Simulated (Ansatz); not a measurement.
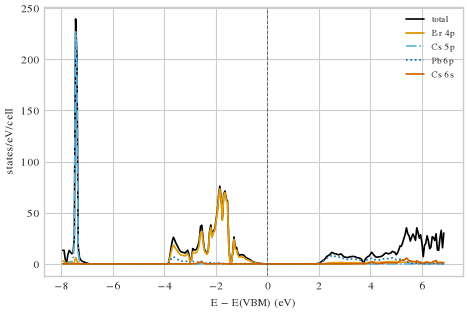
Figure: Total and projected density of states of CsPbBr₃ in space group Pnma (No. 62; Cs on 4c, Pb on 4a, Br on 4c, Br on 8d), the program Ansatz at the PBEsol level (PAW)

Question: Which orbitals carry the states next to the gap?

Answer: Top 1 eV of the valence band: Br 4p 74 %, Pb 6s 20 %. Bottom 1 eV of the conduction band: Pb 6p 75 %, Br 4p 11 %, Br 4s 8 %. Projections are on Löwdin-orthogonalised atomic valence shells; empty p or d shells of many metals are not among them.

Question: Where is the tallest occupied peak in this window, and what makes it?

Answer: Near -7.4 eV, about 240 states/eV per cell; the largest projected share is Cs 5p.

The PBEsol relaxation kept the symmetry of its start. Scalar-relativistic: spin–orbit coupling is off unless named, which matters more the heavier the elements.

Potentials: the later of the program's two PAW sets.
